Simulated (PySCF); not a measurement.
Bond stretch in BeO, singlet.

- RKS-B3LYP = restricted B3LYP/cc-pVTZ (PySCF 2.14.0)
- UHF/cc-pVTZ (PySCF)
- UKS-B3LYP = unrestricted B3LYP/cc-pVTZ (PySCF)

Magnitude of the dipole moment (D; its direction can reverse along the curve, and a method can change to another solution) and Mulliken charge of the fragment that holds Be1:

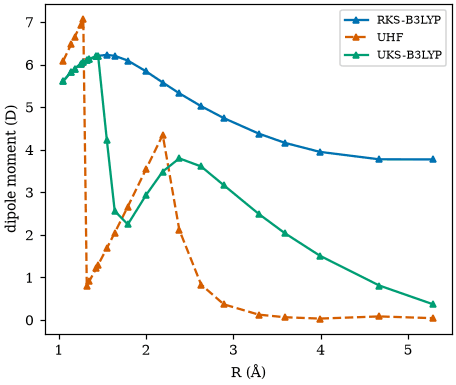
Figure. Dipole moment against bond length.

```csv
R / Å,μ RKS-B3LYP,q RKS-B3LYP,μ UHF,q UHF,μ UKS-B3LYP,q UKS-B3LYP
1.05,5.61,0.08,6.09,0.27,5.61,0.08
1.14,5.83,0.18,6.47,0.35,5.83,0.18
1.18,5.90,0.21,6.64,0.38,5.90,0.21
1.25,6.02,0.27,6.94,0.42,6.02,0.27
1.28,6.06,0.28,7.06,0.44,6.06,0.28
1.32,6.10,0.31,0.81,0.17,6.10,0.31
1.35,6.13,0.33,0.92,0.19,6.13,0.33
1.43,6.20,0.37,1.22,0.24,6.20,0.37
1.45,6.21,0.38,1.30,0.25,6.21,0.38
1.55,6.23,0.43,1.69,0.30,4.23,0.34
1.64,6.21,0.46,2.05,0.34,2.56,0.30
1.79,6.10,0.48,2.66,0.41,2.25,0.33
2.00,5.84,0.48,3.55,0.48,2.94,0.39
2.19,5.58,0.45,4.35,0.52,3.49,0.41
2.38,5.33,0.42,2.12,0.24,3.80,0.39
2.63,5.02,0.37,0.83,0.09,3.61,0.32
2.89,4.74,0.32,0.37,0.04,3.17,0.25
3.29,4.38,0.26,0.13,0.01,2.49,0.16
3.59,4.16,0.23,0.07,0.00,2.04,0.11
3.99,3.95,0.20,0.03,0.00,1.51,0.07
4.67,3.78,0.17,0.09,0.00,0.81,0.03
5.29,3.77,0.15,0.04,0.00,0.37,0.01
```

At the longest distance RKS-B3LYP leaves fractional charges on the fragments, a sign of delocalisation error or of the restricted form. The restricted form behind RKS-B3LYP keeps the bonding electrons paired and can't separate into open-shell fragments. The unrestricted determinant behind UHF is spin-contaminated at 1.32 to 5.29 Å (<S²> up to 1.3, against 0.00 for a pure singlet). The unrestricted determinant behind UKS-B3LYP is spin-contaminated at 1.55 to 5.29 Å (<S²> up to 1.1, against 0.00 for a pure singlet).
